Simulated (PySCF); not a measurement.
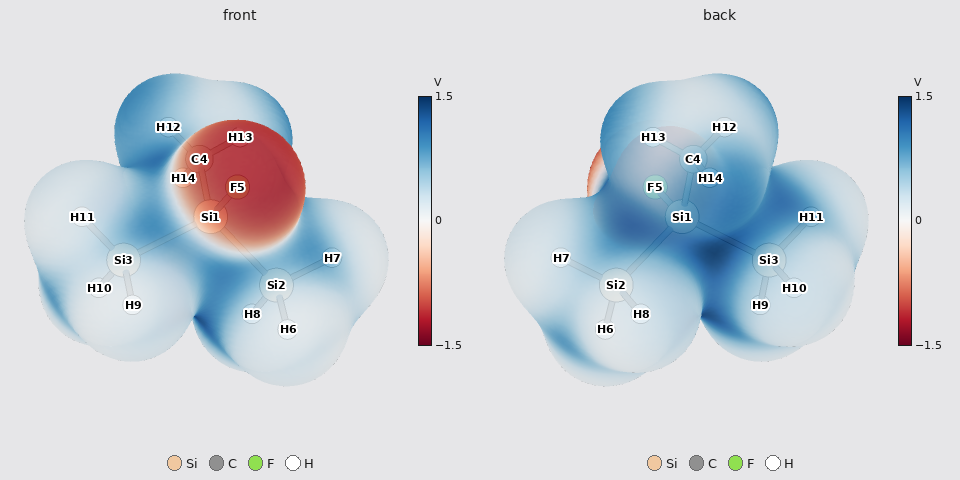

CH₉FSi₃ (SMILES C[Si](F)([SiH3])[SiH3]). The electrostatic potential painted on the density surface at 0.002 e/bohr³, seen from the front and from behind; red is negative and blue positive.

Geometry: PBE0-D3(BJ)/def2-SVP.

The calculation used PBE0/pcSseg-1, SCF density, gas phase, non-relativistic in PySCF 2.14.0.

The calculation's input:

```
{"job": {"kind": "nmr", "xc": "PBE0", "basis": "pcSseg-1"}, "charge": 0, "multiplicity": 1}
Si     0.330840     0.383936    -0.288400
Si    -0.345412     1.054578     1.858699
Si    -1.485788    -0.472601    -1.505449
C      1.726063    -0.861653    -0.191196
F      0.884337     1.713827    -1.079702
H     -1.415182     2.095816     1.780459
H      0.808353     1.597972     2.641338
H     -0.892273    -0.137608     2.582090
H     -2.583812     0.536285    -1.610564
H     -2.011791    -1.678926    -0.790239
H     -1.063929    -0.881292    -2.881657
H      2.041454    -1.183603    -1.195648
H      2.597872    -0.428251     0.323348
H      1.402459    -1.752224     0.371192
```

Run with:

```sh
OMP_NUM_THREADS=1 python cluster_run.py task.json out
```

Q: Where is the surface potential most negative and most positive?

A: The most negative region (about −1.1 V) lies over F5, the most positive (about +1.3 V) over Si1, Si2 and Si3.

Q: How polar is the molecule by this calculation?

A: Its dipole moment is 1.66 D.
